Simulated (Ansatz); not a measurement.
Input

```
crystal:
  periodic: [false, false, false]
  atoms:
    - { symbol: Ga, position_ang: [0.0, 0.0, 0.0] }
    - { symbol: O, position_ang: [0.0, 0.0, 2.14] }
    - { symbol: H, position_ang: [-0.9095, -0.2814, 2.4771] }
    - { symbol: Cl, position_ang: [1.9398, 0.0, -1.12] }
    - { symbol: H, position_ang: [-1.3596, 0.0, -0.785] }
    - { symbol: Br, position_ang: [0.5801, 2.5152, 0.8577] }
    - { symbol: H, position_ang: [0.2824, 1.2242, 2.016] }
basis:
  gaussian: { orbitals: def2-SVP }
hamiltonian:
  xc: b3lyp
relax:
  f_tol: 0.15
  max_steps: 25
  restrain:
    - { distance: [0, 5], at: 2.42, k: 30.0 }
    - { distance: [6, 1], at: 1.01, k: 30.0 }
    - { distance: [0, 1], at: 2.99, k: 30.0 }
    - { distance: [6, 5], at: 2.75, k: 30.0 }
output:
  orbitals: {}
```

Launched as:

```sh
ansatz run input.yaml --threads 4 --pin off --max-ram 5120MiB --backend cpu --events-out ev --progress --plain --runs-dir out
```

The fields are those of the run's last geometry, not of the input's.

Not at a stationary point (largest force 0.9 eV/Å).

Theory: RKS B3LYP/def2-SVP (Ansatz 0.2.0).

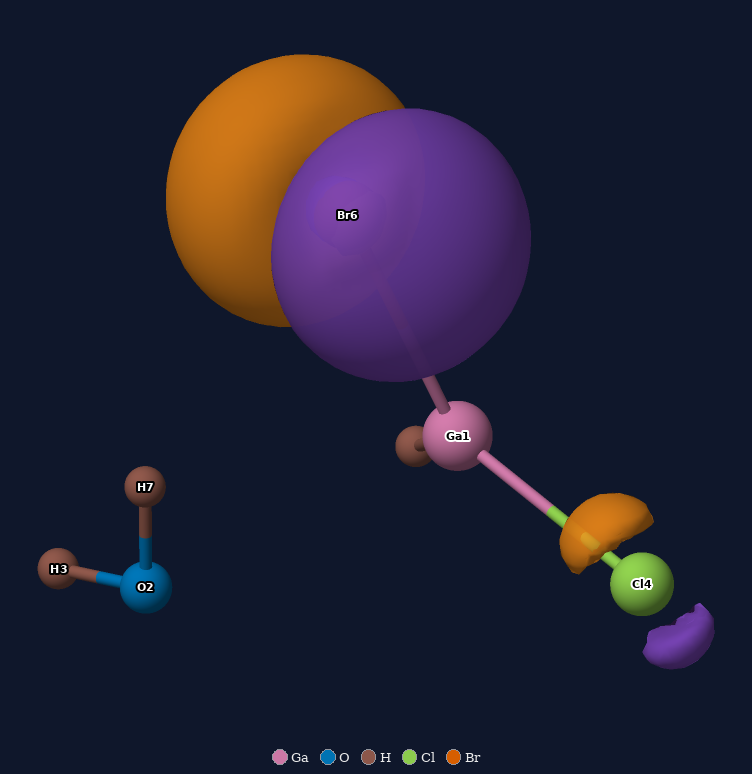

BrClGaH···H2O. The HOMO at ±0.15 Å⁻³ᐟ² (orange and purple are the two phases), seen at a tilt.

Q: What is the character of this orbital?

A: It lies mainly on Br6 (about 90 %); largely a lone pair of Br6. Its energy is −7.96 eV.
